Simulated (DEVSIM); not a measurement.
Structure: Schottky contact on n-type Si, at 250 K.

```csv
layer (left to right),material,thickness (μm),Nd (cm⁻³),τn (s),τp (s)
1,Si,14.0,6.7e16,1.4e-7,1.4e-7
2,Si,16.0,1.8e18,1.4e-7,1.4e-7
```

Left contact: Schottky, work function 4.75 eV, emission velocity 2.2e6 cm/s. Right contact: ohmic. Voltage is applied to the left contact. Recombination: SRH at mid-gap. Gap narrowing is on: ΔEg = 6.92 meV × (l + √(l² + 0.5)), l = ln(N/1.3e17 cm⁻³), shared equally by both band edges. Mobility is constant in doping.

The device is made up for the run: typed textbook-type constants, with dimensions and the other settings drawn at random. Values at 300 K; Nc and Nv go as T^1.5, mobilities as T to minus their exponent, the gap by Varshni's rule with the affinity fixed.

```csv
parameter,Si
gap (eV),1.124
affinity (eV),4.05
permittivity,11.7
Nc (cm⁻³),2.86e19
Nv (cm⁻³),3.1e19
μn (cm²/Vs),1417
μp (cm²/Vs),470
T exponent of μn,2.3
T exponent of μp,2.2
Varshni α (eV/K),0.000473
Varshni β (K),636
```

Simulated with DEVSIM: 1D drift-diffusion, Boltzmann statistics, complete ionisation; no tunnelling, impact ionisation, image-force lowering or self-heating. Metal contacts follow the ideal Schottky-Mott rule: no Fermi-level pinning, no interface dipoles.

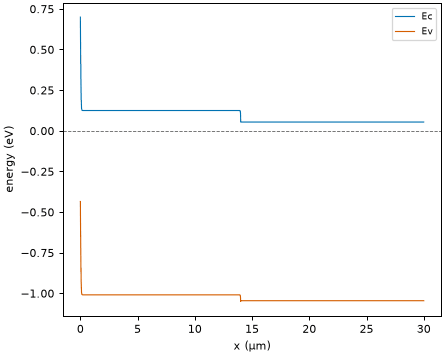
*Band edges at zero bias*

Energies count from the Fermi level of the right contact; mesh points crowd at the junctions.

```
x (μm)   Ec (eV)  Ev (eV)  n (cm⁻³)  p (cm⁻³)  field (V/cm)
-------  -------  -------  --------  --------  ------------
0.000      0.699   -0.435    180000    4.0e10       -110000
0.04251    0.338   -0.796    3.4e12      2100        -63000
0.1527     0.125   -1.009    6.6e16     < 1e2          -330
0.4647     0.125   -1.009    6.7e16     < 1e2           ≈ 0
1.847      0.125   -1.009    6.7e16     < 1e2           ≈ 0
4.943      0.125   -1.009    6.7e16     < 1e2           ≈ 0
10.36      0.125   -1.009    6.7e16     < 1e2           ≈ 0
13.07      0.125   -1.009    6.7e16     < 1e2           ≈ 0
13.66      0.125   -1.009    6.7e16     < 1e2           ≈ 0
13.89      0.125   -1.009    6.7e16     < 1e2           -14
13.97      0.119   -1.015    8.7e16     < 1e2         -4100
14.02      0.054   -1.045    1.8e18     < 1e2           -34
14.10      0.054   -1.045    1.8e18     < 1e2           ≈ 0
14.31      0.054   -1.045    1.8e18     < 1e2           ≈ 0
15.22      0.054   -1.045    1.8e18     < 1e2           ≈ 0
17.43      0.054   -1.045    1.8e18     < 1e2           ≈ 0
23.20      0.054   -1.045    1.8e18     < 1e2           ≈ 0
27.46      0.054   -1.045    1.8e18     < 1e2           ≈ 0
29.35      0.054   -1.045    1.8e18     < 1e2           ≈ 0
29.78      0.054   -1.045    1.8e18     < 1e2           ≈ 0
29.93      0.054   -1.045    1.8e18     < 1e2           ≈ 0
30.00      0.054   -1.045    1.8e18     < 1e2           ≈ 0
```
